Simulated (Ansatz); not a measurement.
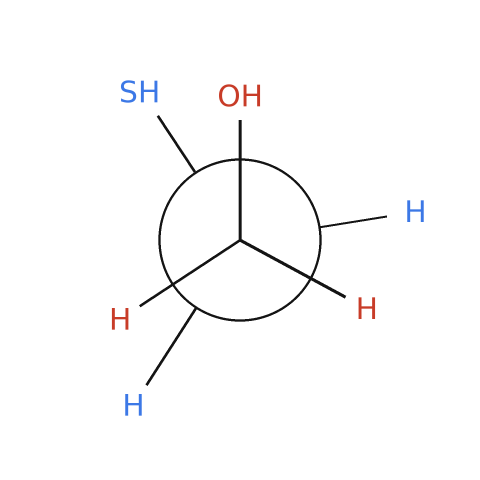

A Newman projection along the C–Sn bond, carbon in front; angles are drawn as computed, but eclipsed bonds slightly apart. The computed structure is the end point of a PBE0-D4/def2-TZVP optimisation. No frequency run is at hand to confirm it as a minimum.

Which molecule is it?

Answer. CH6OSSn, O[CH2][SnH2][SH]

What is the torsion angle from the front OH to the back SH? The sign is positive where the front bond must turn clockwise to cover the back bond.

Answer. −34°, synclinal (gauche).
